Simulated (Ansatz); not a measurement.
# [NH4]+ (ammonium): HSE06/3-21G

What is the vertical ionisation energy of [NH4]+ (ammonium) at HSE06/3-21G? 

The results are computed with Ansatz 0.2.0.

2 further runs of the same task are left out: 1 that didn't finish, 1 set aside as unsound or not needed.

## Step 1: Starting point

The species is [NH4]+ (5 atoms), meant as a singlet with charge +1. SMILES: `[NH4+]`. The coordinates come from a GFN2-xTB relaxation.

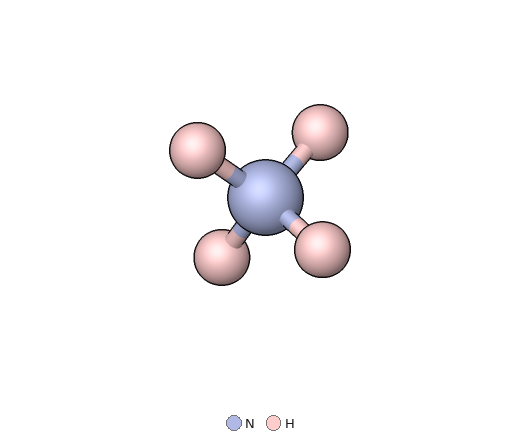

Viewed from a chosen angle; nitrogen light blue, hydrogen pink.

## Step 2: A single-point energy at HSE06/3-21G

Input file in.yaml:

```yaml
crystal:
  periodic: [false, false, false]
  atoms:
    - {symbol: N, position_ang: [0.000080, 0.000050, -0.000010]}
    - {symbol: H, position_ang: [0.455870, -0.450720, 0.805650]}
    - {symbol: H, position_ang: [-0.977900, 0.217540, 0.236550]}
    - {symbol: H, position_ang: [0.024080, -0.637350, -0.808220]}
    - {symbol: H, position_ang: [0.497880, 0.870480, -0.233970]}
basis:
  gaussian:
    orbitals: 3-21G.json
total_charge: 1
hamiltonian:
  xc: hse06
accuracy: high
```

The basis set 3-21G is read from a file made from the Basis Set Exchange's data (not shown).

The run is started by

```
$ ansatz run in.yaml --threads 1 --pin off --max-ram 2610MiB --events-out events.jsonl --progress --plain --runs-dir runs
```

What it wrote:

```text
Warning: RAYON_NUM_THREADS=1 ignored (pool sized by the plan → 1); use --threads N
Functional definition: HSE06
  name "HSE06"
  parameter a = 0.25
  parameter omega = 0.11/bohr
  exchange = pbe_x - a*pbe_x_sr(omega) + a*exact_x_sr(omega)
  correlation = pbe_c
338 factors; integrals over basis functions are off by at most 1.8e-8 eV
56 factors; integrals over basis functions are off by at most 2.4e-10 eV
mean field evaluation 1: about -1529.4015 eV, gradient 7.1e1 eV
mean field evaluation 2: about -1526.3395 eV, gradient 7.5e1 eV
mean field evaluation 4: about -1538.1091 eV, gradient 6.2e-2 eV
mean field evaluation 8: about -1538.0902 eV, gradient 1.1e-3 eV
mean field -1538.09024929 eV, -56.5237741064 hartree, gradient 3.0e-9 eV, S^2 0.000000; 0 other end points of the search recorded, 0 dependent functions left out
reference -1538.09025078 eV, -56.5237741611 hartree; 5, 5 occupied and 12, 12 virtual orbitals, 338 factors
Total energy: -1538.09025078 eV, -56.5237741611 hartree
```

Run time: 0.42 s. Hardware: 1 thread of Intel Xeon 6975P-C (Granite Rapids), shared host.

## Step 3: Doublet [NH4]2+

Input file input.yaml:

```yaml
crystal:
  periodic: [false, false, false]
  atoms:
    - {symbol: "N", position_ang: [0.000080, 0.000050, -0.000010]}
    - {symbol: H, position_ang: [0.455870, -0.450720, 0.805650]}
    - {symbol: H, position_ang: [-0.977900, 0.217540, 0.236550]}
    - {symbol: H, position_ang: [0.024080, -0.637350, -0.808220]}
    - {symbol: H, position_ang: [0.497880, 0.870480, -0.233970]}
basis:
  gaussian:
    orbitals: 3-21G.json
total_charge: 2
magnetization:
  spin_polarized: true
  initial_magnetization: 1
hamiltonian:
  xc: {name: HSE06}
accuracy: high
```

The basis set 3-21G is read from a file made from the Basis Set Exchange's data (not shown).

The run is started by

```
$ ansatz run input.yaml --threads 1 --pin off --max-ram 2610MiB --events-out events.jsonl --progress --plain --runs-dir runs
```

What it wrote, cut to the lines that bear on the results:

```text
Warning: RAYON_NUM_THREADS=1 ignored (pool sized by the plan → 1); use --threads N
[... 6 set-up lines as earlier in the session ...]
338 factors; integrals over basis functions are off by at most 1.8e-8 eV
56 factors; integrals over basis functions are off by at most 2.4e-10 eV
mean field evaluation 1: about -1501.4048 eV, gradient 5.3e1 eV
mean field evaluation 2: about -1502.9480 eV, gradient 4.6e1 eV
mean field evaluation 4: about -1511.4195 eV, gradient 1.7e-1 eV
mean field evaluation 8: about -1511.4079 eV, gradient 1.8e-1 eV
mean field evaluation 16: about -1511.4352 eV, gradient 4.2e-4 eV
mean field evaluation 32: about -1511.3677 eV, gradient 4.2e-2 eV
mean field -1511.43524277 eV, -55.5442206841 hartree, gradient 8.1e-9 eV, S^2 0.750420; 4 other end points of the search recorded, 0 dependent functions left out
reference -1511.43524397 eV, -55.5442207282 hartree; 5, 4 occupied and 12, 13 virtual orbitals, 338 factors
Total energy: -1511.43524397 eV, -55.5442207282 hartree
```

It took 1.2 s on 1 thread of Intel Xeon 6975P-C (Granite Rapids), shared host; peak memory 0.11 GiB.

## Step 4: Summary of results

Level: HSE06/3-21G.

| quantity | value |
| --- | --- |
| singlet [NH4]+: total energy | -56.52377 Eh |
| doublet [NH4]2+: total energy | -55.54422 Eh |
| doublet [NH4]2+: ⟨S²⟩ | 0.750 |
| vertical ionisation energy (to the doublet dication) | 26.655 eV |

In words: Removing an electron at fixed nuclei costs 26.66 eV (2572 kJ/mol).
